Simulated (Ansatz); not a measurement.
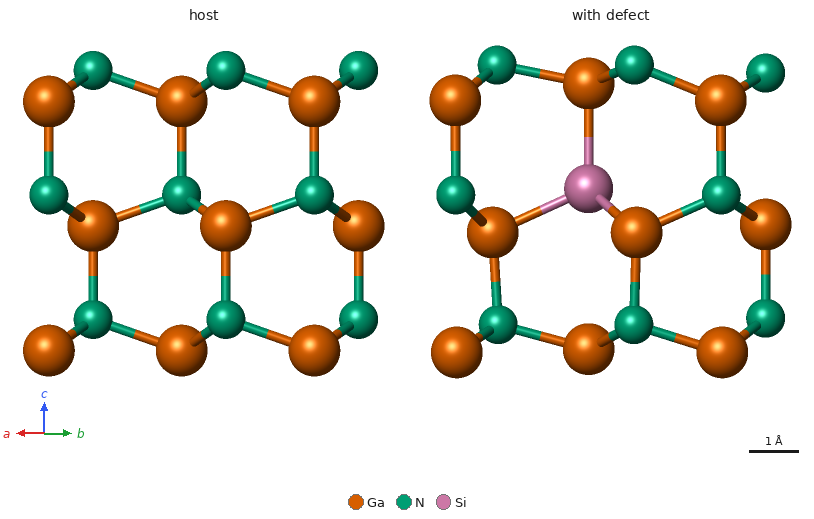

Left: perfect GaN. Right: the same region with one point defect, after relaxing the atoms in a supercell of 32 sites. Style: ball-and-stick. Shown: the atoms within 4.6 Å of one point, in a slice 3.4 Å thick across the line of sight, along [110].

Computed with Ansatz, DFT, PBE, plane-wave PAW, default files, scalar-relativistic. Settings: plane-wave cutoff 420 eV; k-point mesh 4 × 4 × 2; occupations fermi dirac; smearing width 0.01 eV; collinear spin. The axes drawn are those of the host's conventional cell.

Question: What kind of defect was made?

Answer: A nitrogen atom is replaced by silicon.

The charge state of the cell is 0.

Question: How does the lattice respond?

Answer: In the host the N atom has 4 Ga at 1.94 to 1.95 Å; the Si atom ends with 4 Ga at 2.18 to 2.19 Å. Of the host's atoms, a gallium atom moves furthest from its site, by 0.37 Å. The Si atom itself moves 0.13 Å from where it was put. The cell ends without a net magnetic moment. Relaxing the atoms from the host's sites lowers the energy by 3.56 eV.

Limits of the set-up: the periodic images lie only 6.4 Å apart, so the values are limited by the cell's size.
